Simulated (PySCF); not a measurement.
GeCl (doublet)

```yaml
atoms:
  - { symbol: Ge, position_ang: [0.0000, 0.0000, -0.6998] }
  - { symbol: Cl, position_ang: [0.0000, 0.0000, 1.4792] }
```

The calculation used PBE0/def2-TZVPP, non-relativistic Hamiltonian with scalar-relativistic core potentials where named, at a bond length of 2.179 Å in PySCF.

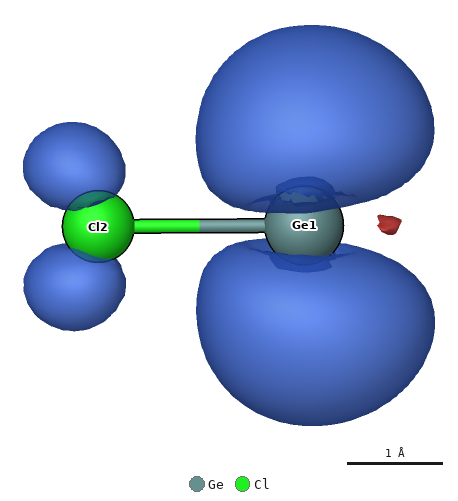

Figure 1. Isosurfaces of the spin density at +0.015 (blue) and −0.015 e/Å³ (red), seen from one side.

Describe the spin distribution.

The unpaired spin (1 electron) lies mostly on Ge1 (about 0.9) and Cl2 (about 0.1), in electrons by Hirshfeld's partition.

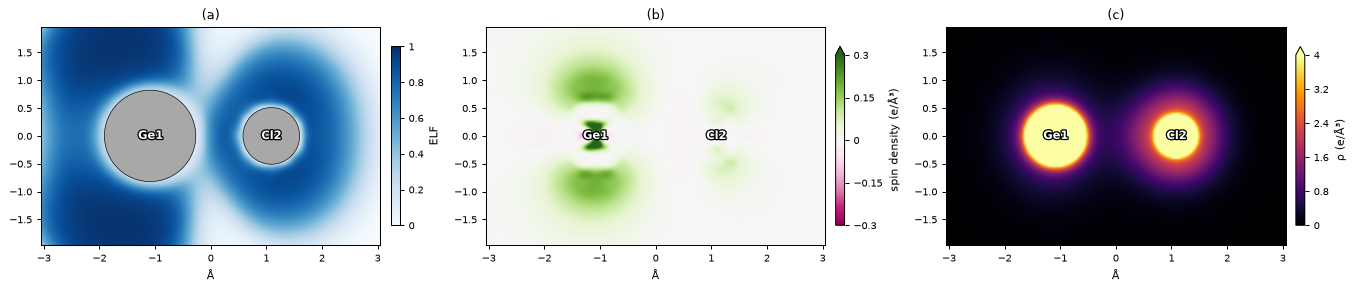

Figure 2. (a) ELF; (b) spin density; (c) total electron density on a plane that holds the molecular axis. Grey discs cover the atomic cores in the ELF map.

What does the map show?

- Atoms in the plane: Ge and Cl.
- Ge–Cl (2.18 Å): ρ at the midpoint is about 0.73 e/Å³; the ELF peaks at about 0.85 in the valence shell of Cl, 0.8 Å from its nucleus, and is about 0.65 at the midpoint.
- The ELF also peaks beside Cl2, away from the bonds: non-bonding electrons, paired or unpaired.

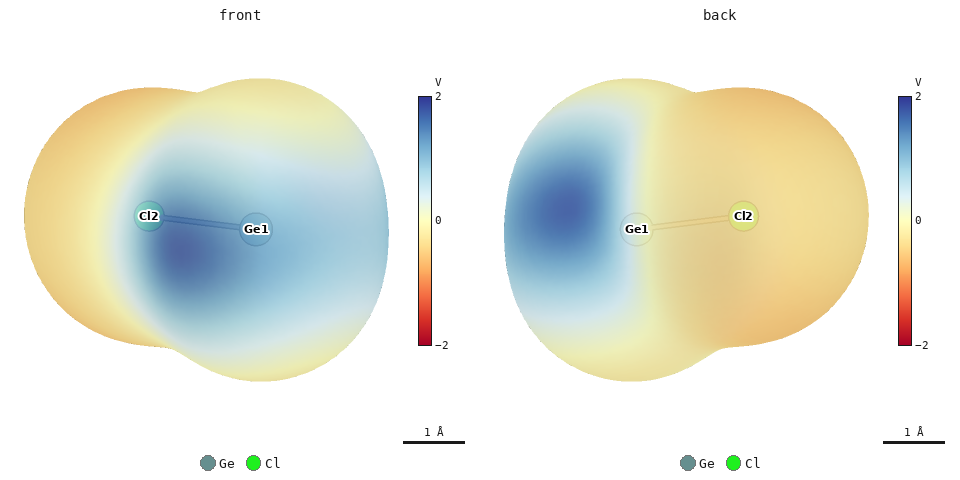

Figure 3. The electrostatic potential painted on the density surface at 0.001 e/bohr³, seen from the front and from behind; red is negative and blue positive.

Describe the electrostatic potential map.

The most negative region (about −0.6 V) lies over Cl2, the most positive (about +1.7 V) over Ge1.
